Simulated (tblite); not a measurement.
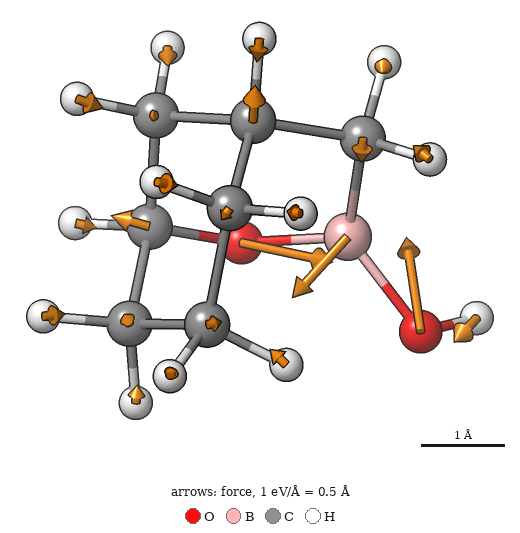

Starting geometry of C$_{7}$H$_{13}$BO$_{2}$ with the computed forces as orange arrows. Style: ball-and-stick. Shown at a tilt.

Theory: GFN2-xTB geometry optimisation, gas phase in tblite. 

**Is this structure relaxed? If not, where do the atoms go?**

It isn't relaxed: the largest force vector, on an O atom, is 2.90 eV/Å. The final displacements follow the starting forces only in part (cosine between the two patterns 0.39). After 79 geometry steps the energy has fallen by 1.307 eV. The largest move after the best rigid fit is that of an O atom, 0.94 Å. By element the largest moves are O 0.94 Å, H 0.73 Å, C 0.24 Å, B 0.10 Å. Among the contacts that change: B–O 1.483 → 1.349 Å, B–O 1.454 → 1.360 Å, C–C 1.562 → 1.535 Å, C–H 1.123 → 1.097 Å. Among the angles between lasting bonds that change: B–O–H 105.1° → 115.4°, B–O–C 112.3° → 121.3°, O–B–O 120.6° → 115.5°. Groups turn about B–O by about 90°, B–O by about 45°, B–C by about 40°. Cost: 1.4 s on 1 thread of Intel(R) Xeon(R) Processor @ 2.50GHz, on a shared host.
